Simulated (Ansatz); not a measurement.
**What a change does: single-point calculation on C2HF2**

System: C2HF2, multiplicity 2, SMILES [CH]=C(F)F.
Method of run A: UKS PBE0-D4/def2-TZVPP (Ansatz 0.2.0).

The geometry comes from this level: PBE0-D4/def2-TZVP. Text and figures count atoms from 1; the logs count them from 0 in places.

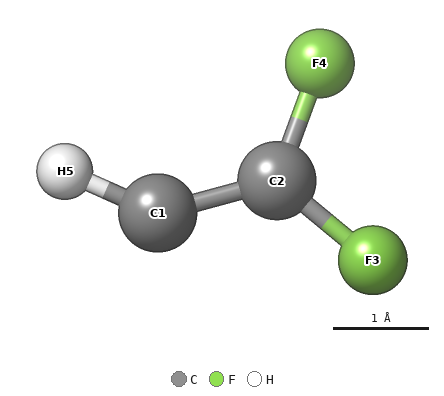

Fig. 1: The structure as given in the input (ball-and-stick view, seen on its broad side; atoms are numbered from 1 in the order of the input). Bond lengths as drawn: C–C 1.30 Å, C–F 1.31 to 1.32 Å and C–H 1.07 Å.

**The input, run A**
```yaml
crystal:
  periodic: [false, false, false]
  atoms:
    - {symbol: C, position_ang: [-0.028206, 0.912667, -0.014900]}
    - {symbol: C, position_ang: [0.163586, -0.366131, 0.124643]}
    - {symbol: F, position_ang: [1.043780, -0.911656, 0.932542]}
    - {symbol: F, position_ang: [-0.492629, -1.313154, -0.520272]}
    - {symbol: H, position_ang: [-0.636631, 1.604474, -0.563414]}
basis:
  gaussian: {orbitals: def2-TZVPP}
magnetization: {spin_polarized: true, initial_magnetization: 1}
hamiltonian: {xc: pbe0, dispersion: d4}
output: {orbitals: {seedname: orbitals}}
```

Hardware: 2 CPU threads, shared host.

**Output (run A)**
```
Functional definition: PBE0
  parameter a = 0.25
  parameter kappa = 0.804
  parameter beta = 0.06672455060314922
  exchange = (1 - a)*pbe_x(kappa = kappa, mu = beta*pi^2/3) + a*exact_x
  correlation = pbe_c(beta = beta)
731 factors; their error is unknown
mean field evaluation 1: about -7513.2910 eV, gradient 2.6e1 eV
mean field evaluation 2: about -7512.8917 eV, gradient 2.6e1 eV
mean field evaluation 4: about -7516.0688 eV, gradient 1.3e0 eV
mean field evaluation 8: about -7516.0798 eV, gradient 1.1e-1 eV
mean field evaluation 16: about -7516.1087 eV, gradient 4.3e-4 eV
mean field -7516.10870264 eV, -276.2119002207 hartree, gradient 8.3e-5 eV, S^2 0.761952; 0 other end points of the search recorded, 0 dependent functions left out
reference -7516.10872187 eV, -276.2119009274 hartree; 16, 15 occupied and 122, 123 virtual orbitals, 731 factors
Total energy: -7516.15561524 eV, -276.2136242268 hartree
```

Run B used a changed input.

**The two runs side by side**

```csv
quantity,run A,run B
outcome,converged,converged
total energy (hartree),−276.213624,−275.883251
HOMO (eV),−7.83,−7.72
LUMO (eV),−3.05,−2.88
⟨S²⟩,0.762,0.762
basis functions,138,61
wall time (shared host),3.2 s,1.6 s
```

What was changed in the input?

The change (lines with − go, lines with + come):
```diff
-  gaussian: {orbitals: def2-TZVPP}
+  gaussian: {orbitals: def2-SVP}
```

The total energy of run B is 207.3 kcal/mol higher, which measures the change of basis and not a stability. The HOMO goes from −7.83 to −7.72 eV. The LUMO goes from −3.05 to −2.88 eV. The basis functions go from 138 to 61.

**Output (run B)**
```
Functional definition: PBE0
  parameter a = 0.25
  parameter kappa = 0.804
  parameter beta = 0.06672455060314922
  exchange = (1 - a)*pbe_x(kappa = kappa, mu = beta*pi^2/3) + a*exact_x
  correlation = pbe_c(beta = beta)
605 factors; integrals over basis functions are off by at most 9.4e-4 eV
mean field evaluation 1: about -7504.6401 eV, gradient 2.3e1 eV
mean field evaluation 2: about -7503.7867 eV, gradient 2.6e1 eV
mean field evaluation 4: about -7506.9331 eV, gradient 1.0e0 eV
mean field evaluation 8: about -7507.1173 eV, gradient 2.2e-1 eV
mean field evaluation 16: about -7507.1188 eV, gradient 1.4e-3 eV
mean field -7507.11880692 eV, -275.8815276464 hartree, gradient 6.4e-5 eV, S^2 0.762378; 0 other end points of the search recorded, 0 dependent functions left out
reference -7507.11881939 eV, -275.8815281049 hartree; 16, 15 occupied and 45, 46 virtual orbitals, 605 factors
Total energy: -7507.16571276 eV, -275.8832514042 hartree
```
